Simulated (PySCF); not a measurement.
# C₂H₆OSi: geometry, spin-spin couplings

Aim: predict the spin-spin couplings of C₂H₆OSi (`C[SiH2]C=O`).

Computed with PySCF 2.14.0, with density-fitted response routines of our own, on a single molecule in the gas phase. Atoms are numbered from 0 throughout.

### 1 The molecule as given

10 atoms, charge 0, multiplicity 1; geometry from: GFN2-xTB. The atoms were then displaced at random by about 0.01 Å, so the start is not that level's minimum.

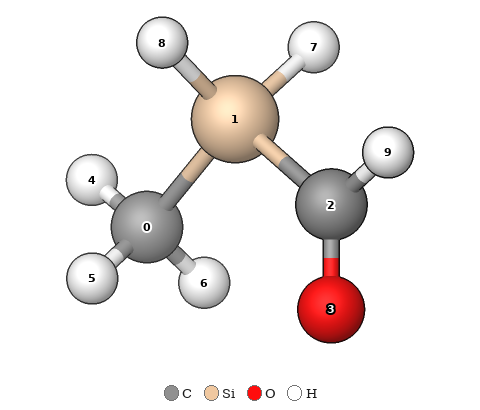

The starting geometry (carbon grey, silicon light orange, oxygen red, hydrogen white), atoms numbered.

### 2 Geometry optimisation at PBE0-D3(BJ)/def2-SVP

Job settings and geometry (Å):

```
{"job": {"xc": "PBE0", "basis": "def2-SVP", "d3": "d3bj", "grid": 1, "shake": 0.01, "kind": "geom"}, "charge": 0, "multiplicity": 1}
C      1.448280    -0.328440     0.031760
Si    -0.155940     0.732850     0.014750
C     -1.696120    -0.431740    -0.070560
O     -1.583830    -1.629460    -0.108380
H      2.312960     0.315110     0.062840
H      1.494630    -0.911310    -0.869860
H      1.458390    -0.976130     0.882910
H     -0.298360     1.538220     1.233510
H     -0.249910     1.613250    -1.140300
H     -2.679660     0.056740    -0.057720
```

On the command line:

```bash
> OMP_NUM_THREADS=1 python probes_run.py task.json out
```

The driver reads the jobs from task.json and runs them one after another.

**Question.** This job is followed by: B3LYP/cc-pVTZ indirect spin-spin coupling, non-relativistic, gas phase; B3LYP/6-31G* indirect spin-spin coupling, non-relativistic, gas phase. What will the session give for the following? point group; rotational constants (main isotopes); largest coupling of the table (B3LYP/cc-pVTZ); range of J(Si1,H7), mean over like pairs.

The runs gave:

| quantity | value |
| --- | --- |
| point group | Cs |
| rotational constants (main isotopes) | 9.84, 4.05, 3.03 GHz |
| largest coupling of the table (B3LYP/cc-pVTZ) | 1J(Si,H) Si1–H7, -146.4 Hz |
| range of J(Si1,H7), mean over like pairs | -171.0 to -146.4 Hz |

What this shows: The optimisation took 5 steps and gained 0.112 eV; among the close pairs (by a distance rule), C0–Si1 changed most, from 1.924 to 1.869 Å. In the run at B3LYP/cc-pVTZ, the largest coupling of the table is Si1–H7 (mean over like pairs), -146.4 Hz, of which the Fermi-contact term gives -146.8 Hz. Couplings across rotatable bonds belong to this one conformer; where others are populated, the observed values are averages. The coupling Si1–H7, as a mean over pairs of its kind, runs from -171.0 Hz (B3LYP/6-31G*) to -146.4 Hz (B3LYP/cc-pVTZ). Couplings from bases without tight functions are rough.
